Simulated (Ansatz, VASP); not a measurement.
**Cross-check of Al2O3 (Corundum) between VASP and Ansatz**

Wanted: the spread between two codes on one cell, functional and k mesh. The cell comes out of the VASP series on this material, whose earlier steps may have relaxed, scaled or displaced it; both programs get it as it stands.

Method: plane waves, with VASP 6.6.1 beside it; band structure at LDA and single point at LDA, in Ansatz 0.2.0.

**1. The starting structure**

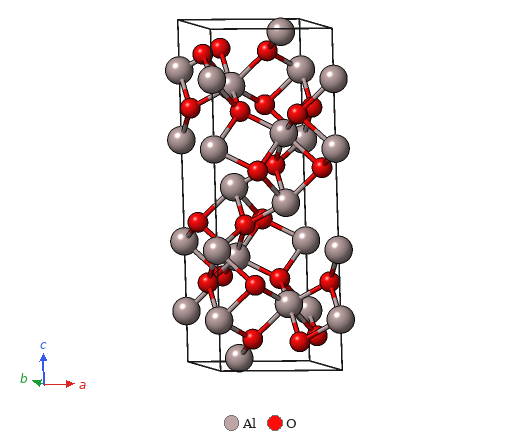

The cell as given, slightly off an axis (aluminium light grey, oxygen red). This picture shows the conventional cell, with its axes. Some periodic images of atoms are drawn too.

**2. VASP: band structure, LDA**

Levels along a path test the potential and the projectors away from the mesh points.

Lines of VASP's logs that name or quote its potential files are left out, and so is its time.

Input file INCAR:

```
SYSTEM = Al2O3
PREC = Accurate
ENCUT = 520
EDIFF = 1E-06
NELM = 100
ISMEAR = 0
SIGMA = 0.05
LREAL = .FALSE.
ALGO = Normal
GGA = CA
NBANDS = 48
LORBIT = 11
LWAVE = .FALSE.
LCHARG = .FALSE.
KPAR = 8
```

Input file POSCAR:

```
Al2O3
1.0
    2.3670620062      1.3666238864      4.3008486415
   -2.3670620062      1.3666238864      4.3008486415
    0.0000000000     -2.7332477729      4.3008486415
Al O
4 6
Direct
    0.3519681835      0.3519681835      0.3519681835
    0.1480318165      0.1480318165      0.1480318165
    0.6480318165      0.6480318165      0.6480318165
    0.8519681835      0.8519681835      0.8519681835
    0.5557658886      0.9442341114      0.2500000000
    0.2500000000      0.5557658886      0.9442341114
    0.9442341114      0.2500000000      0.5557658886
    0.4442341114      0.0557658886      0.7500000000
    0.7500000000      0.4442341114      0.0557658886
    0.0557658886      0.7500000000      0.4442341114
```

Input file KPOINTS:

```
Automatic mesh
0
Gamma
6 6 6
0 0 0
```

Input file KPOINTS_OPT:

```
Line mode
12
Line-mode
Reciprocal
  0.00000000   0.00000000   0.00000000 GAMMA
  0.50000000   0.00000000   0.00000000 L

  0.50000000   0.00000000   0.00000000 L
  0.50000000   0.23397959  -0.23397959 B1

  0.76602041   0.50000000   0.23397959 B
  0.50000000   0.50000000   0.50000000 Z

  0.50000000   0.50000000   0.50000000 Z
  0.00000000   0.00000000   0.00000000 GAMMA

  0.00000000   0.00000000   0.00000000 GAMMA
  0.36698979   0.00000000  -0.36698979 X

  0.63301021   0.36698979   0.00000000 Q
  0.50000000   0.50000000   0.00000000 F

  0.50000000   0.50000000   0.00000000 F
  0.63301021   0.63301021   0.23397959 P1

  0.63301021   0.63301021   0.23397959 P1
  0.50000000   0.50000000   0.50000000 Z

  0.50000000   0.00000000   0.00000000 L
  0.76602041   0.36698979   0.36698979 P
```

The projector-augmented-wave data sets are Al and O (LDA family, release 64).

Started as:

```bash
mpirun -np 8 vasp_std
```

Numbers of over 12 decimals in the logs are rounded to 6 here.

The program printed:

```text
[banner, memory and clock lines left out]
running    8 mpi-ranks, on    1 nodes
 distrk:  each k-point on    1 cores,    8 groups
 distr:  one band on    1 cores,    1 groups

 POSCAR found type information on POSCAR AlO
 POSCAR found :  2 types and      10 ions
|                                                                             |
|           W    W    AA    RRRRR   N    N  II  N    N   GGGG   !!!           |
|           W    W   A  A   R    R  NN   N  II  NN   N  G    G  !!!           |
|           W    W  A    A  R    R  N N  N  II  N N  N  G       !!!           |
|           W WW W  AAAAAA  RRRRR   N  N N  II  N  N N  G  GGG   !            |
|           WW  WW  A    A  R   R   N   NN  II  N   NN  G    G                |
|           W    W  A    A  R    R  N    N  II  N    N   GGGG   !!!           |
|                                                                             |
|     For optimal performance we recommend to set                             |
|       NCORE = 2 up to number-of-cores-per-socket                            |
|     NCORE specifies how many cores store one orbital (NPAR=cpu/NCORE).      |
|     This setting can greatly improve the performance of VASP for DFT.       |
|     The default, NCORE=1 might be grossly inefficient on modern             |
|     multi-core architectures or massively parallel machines. Do your        |
|     Unfortunately you need to use the default for GW and RPA                |
|     calculations (for HF NCORE is supported but not extensively tested      |
|     yet).                                                                   |
|                                                                             |

 LDA part: xc-table for (Slater(with rela. corr.)+CA(PZ))
 , standard interpolation
 POSCAR, INCAR and KPOINTS ok, starting setup
 FFT: planning ... GRIDC
 FFT: planning ... GRID_SOFT
 FFT: planning ... GRID
 WAVECAR not read
 entering main loop
       N       E                     dE             d eps       ncg     rms          rms(c)
DAV:   1     0.175327091698E+03    0.17533E+03   -0.24155E+04  3072   0.958E+02
DAV:   2    -0.811891856790E+02   -0.25652E+03   -0.24773E+03  3688   0.236E+02
DAV:   3    -0.915131108723E+02   -0.10324E+02   -0.10269E+02  3792   0.431E+01
DAV:   4    -0.915739036175E+02   -0.60793E-01   -0.60784E-01  3472   0.377E+00
DAV:   5    -0.915744315757E+02   -0.52796E-03   -0.52796E-03  3624   0.340E-01    0.177E+01
DAV:   6    -0.833086999343E+02    0.82657E+01   -0.16617E+01  3312   0.207E+01    0.620E+00
DAV:   7    -0.831951917113E+02    0.11351E+00   -0.60592E-01  3512   0.345E+00    0.326E+00
DAV:   8    -0.831095883409E+02    0.85603E-01   -0.66050E-02  3472   0.152E+00    0.684E-01
DAV:   9    -0.831044944017E+02    0.50939E-02   -0.47480E-03  3912   0.359E-01    0.273E-01
DAV:  10    -0.831046033728E+02   -0.10897E-03   -0.38859E-04  3416   0.888E-02    0.619E-02
DAV:  11    -0.831045887113E+02    0.14662E-04   -0.68598E-05  3568   0.440E-02    0.224E-02
DAV:  12    -0.831045884325E+02    0.27888E-06   -0.27120E-06  3472   0.906E-03
   1 F= -.83104588E+02 E0= -.83104588E+02  d E =-.729929E-14
 Start KPOINTS_OPT (optional k-point list driver)
k-point batch [1-32\108]
       N       E                     dE             ncg
DAV:   1     0.759049821238E+04   -0.26666E+05     3072
DAV:   2    -0.164266473955E+03   -0.77548E+04     3688
DAV:   3    -0.492804078271E+03   -0.32854E+03     3816
DAV:   4    -0.494824027927E+03   -0.20199E+01     3528
DAV:   5    -0.494844756756E+03   -0.20729E-01     3664
DAV:   6    -0.494845118624E+03   -0.36187E-03     3584
DAV:   7    -0.494845125936E+03   -0.73115E-05     3264
DAV:   8    -0.494845126262E+03   -0.32583E-06     2696
[...]
k-point batch [97-108\108]
       N       E                     dE             ncg
DAV:   1     0.292719718475E+05   -0.12929E+05     1152
DAV:   2     0.263400026732E+05   -0.29320E+04     1400
DAV:   3     0.262163339875E+05   -0.12367E+03     1400
DAV:   4     0.262155771142E+05   -0.75687E+00     1320
DAV:   5     0.262155693509E+05   -0.77633E-02     1376
DAV:   6     0.262155692153E+05   -0.13562E-03     1344
DAV:   7     0.262155692126E+05   -0.27214E-05     1240
DAV:   8     0.262155692125E+05   -0.11948E-06      960
```

OUTCAR, selected parts (step 2):

```text
ion  position               nearest neighbor table
   1  0.352  0.352  0.352-   9 1.85   8 1.85  10 1.85   7 1.96   6 1.96   5 1.96   2 2.63   3 2.78
                             3 2.78   3 2.78   2 3.20   2 3.20   2 3.20
   2  0.148  0.148  0.148-  10 1.85   8 1.85   9 1.85   6 1.96   7 1.96   5 1.96   1 2.63   4 2.78
                             4 2.78   4 2.78   1 3.20   1 3.20   1 3.20
   3  0.648  0.648  0.648-   6 1.85   5 1.85   7 1.85  10 1.96   9 1.96   8 1.96   4 2.63   1 2.78
                             1 2.78   1 2.78   4 3.20   4 3.20   4 3.20
   4  0.852  0.852  0.852-   7 1.85   5 1.85   6 1.85   9 1.96  10 1.96   8 1.96   3 2.63   2 2.78
                             2 2.78   2 2.78   3 3.20   3 3.20   3 3.20
   5  0.556  0.944  0.250-   3 1.85   4 1.85   1 1.96   2 1.96
   6  0.250  0.556  0.944-   3 1.85   4 1.85   2 1.96   1 1.96
   7  0.944  0.250  0.556-   4 1.85   3 1.85   1 1.96   2 1.96
   8  0.444  0.056  0.750-   1 1.85   2 1.85   3 1.96   4 1.96
   9  0.750  0.444  0.056-   1 1.85   2 1.85   4 1.96   3 1.96
  10  0.056  0.750  0.444-   2 1.85   1 1.85   3 1.96   4 1.96

  LATTYP: Found a trigonal (rhomboedric) cell.
 ALAT       =     5.0958750402
 COS(alpha) =     0.5684692727

 Subroutine GETGRP returns: Found 12 space group operations
 (whereof  6 operations were pure point group operations)

The static configuration has the point symmetry S_6 .
 The point group associated with its full space group is D_3d.

 Found     32 irreducible k-points:

   k-points           NKPTS =     32   k-points in BZ     NKDIM =     32   number of bands    NBANDS=     48

   dimension x,y,z NGX =    40 NGY =   40 NGZ =   40
   dimension x,y,z NGXF=    80 NGYF=   80 NGZF=   80

   ENCUT  =  520.0 eV  38.22 Ry    6.18 a.u.   9.47  9.47  9.47*2*pi/ulx,y,z

   NELECT =      48.0000    total number of electrons

 k-points in reciprocal lattice and weights: Automatic mesh
   0.00000000  0.00000000  0.00000000       0.005
   0.16666667  0.00000000  0.00000000       0.028
   0.33333333  0.00000000  0.00000000       0.028
   0.50000000 -0.00000000  0.00000000       0.014
   0.16666667  0.16666667  0.00000000       0.028
   0.33333333  0.16666667  0.00000000       0.056
   0.50000000  0.16666667  0.00000000       0.056
  -0.33333333  0.16666667 -0.00000000       0.056
  -0.16666667  0.16666667  0.00000000       0.028
[...]
-0.33333333  0.50000000  0.33333333       0.028
   0.50000000  0.50000000  0.50000000       0.005

 average (electrostatic) potential at core
       1 -69.4268       2 -69.4268       3 -69.4268       4 -69.4268       5 -68.0260
       6 -68.0260       7 -68.0260       8 -68.0260       9 -68.0260      10 -68.0260

 E-fermi :   6.2752

 k-point     1 :       0.0000    0.0000    0.0000
  band No.  band energies     occupation
    ...
     20       5.5121      2.00000
     21       5.5121      2.00000
     22       5.9912      2.00000
     23       5.9912      2.00000
     24       6.0323      2.00000
     25      12.4363      0.00000
     26      15.0985      0.00000
     27      16.7909      0.00000
     28      17.5560      0.00000
     29      17.5560      0.00000
    ...

 k-point     2 :       0.1667    0.0000    0.0000
  band No.  band energies     occupation
    ...
     20       5.1374      2.00000
     21       5.3146      2.00000
     22       5.6783      2.00000
     23       5.9494      2.00000
     24       5.9800      2.00000
     25      13.0519      0.00000
     26      15.6091      0.00000
     27      16.3643      0.00000
     28      17.1134      0.00000
     29      17.3006      0.00000
    ...

 k-point     3 :       0.3333    0.0000    0.0000
  band No.  band energies     occupation
    ...
     20       4.6451      2.00000
     21       5.1512      2.00000
     22       5.4670      2.00000
     23       5.7942      2.00000
     24       5.8394      2.00000
     25      14.3310      0.00000
     26      15.8371      0.00000
     27      16.1004      0.00000
     28      16.6002      0.00000
     29      16.8705      0.00000
    ...

  Total        0.0444920      0.0444920      0.0243062      0.0000000     -0.0000000      0.0000000
  in kB        0.8539426      0.8539426      0.4665133      0.0000000     -0.0000000      0.0000000
  external PRESSURE =       0.7247995 kB  Pullay stress =       0.0000000 kB

  energy-cutoff  :      520.00
  volume of cell :       83.48
      direct lattice vectors                 reciprocal lattice vectors
     2.367062006  1.366623886  4.300848642     0.211232320  0.121955037  0.077504084
    -2.367062006  1.366623886  4.300848642    -0.211232320  0.121955037  0.077504084
     0.000000000 -2.733247773  4.300848642     0.000000000 -0.243910074  0.077504084

 POSITION                                       TOTAL-FORCE (eV/Angst)
 -----------------------------------------------------------------------------------
      0.00000     -0.00000      4.54129        -0.000000     -0.000000      0.006476
      0.00000     -0.00000      1.90999        -0.000000      0.000000     -0.006476
      0.00000     -0.00000      8.36126        -0.000000      0.000000     -0.006476
      0.00000     -0.00000     10.99256        -0.000000     -0.000000      0.006476
     -0.91953      1.36662      7.52649         0.000394      0.000000      0.000000
     -0.72377     -1.47965      7.52649        -0.000197      0.000341     -0.000000
      1.64330      0.11302      7.52649        -0.000197     -0.000341     -0.000000
      0.91953     -1.36662      5.37606        -0.000394      0.000000      0.000000
      0.72377      1.47965      5.37606         0.000197     -0.000341     -0.000000
     -1.64330     -0.11302      5.37606         0.000197      0.000341     -0.000000
 -----------------------------------------------------------------------------------
    total drift:                                0.000000      0.000000     -0.000000

  FREE ENERGIE OF THE ION-ELECTRON SYSTEM (eV)
  ---------------------------------------------------
  free  energy   TOTEN  =       -83.1045884325 eV

  energy  without entropy=      -83.1045884325  energy(sigma->0) =      -83.10458843

 total charge
# of ion       s       p       d       tot
------------------------------------------
    1        0.321   0.425   0.000   0.746
    2        0.321   0.425   0.000   0.746
    3        0.321   0.425   0.000   0.746
    4        0.321   0.425   0.000   0.746
    5        1.537   3.637   0.000   5.173
    6        1.537   3.637   0.000   5.173
    7        1.537   3.637   0.000   5.173
    8        1.537   3.637   0.000   5.173
    9        1.537   3.637   0.000   5.173
   10        1.537   3.637   0.000   5.173
--------------------------------------------------
tot         10.504  23.519   0.000  34.023

[... 3 further parts left out ...]
```

The run ends at a pressure of 0.07 GPa, with forces up to 0.0065 eV/Å.

(Part 1 of 2 ends here.)

[Lines on the potential files, build, host, timing and source positions are cut from VASP's logs without a mark.]

[Logs are printed without paths, hosts, clocks, repeated set-up lines and the standing remarks that a program may print on its own settings, such as how far it seeks lower states.]

[Hosts, paths, dates, database ids (printed as entryN), source tags and the programs' standing remarks are cut or masked in the printed files.]
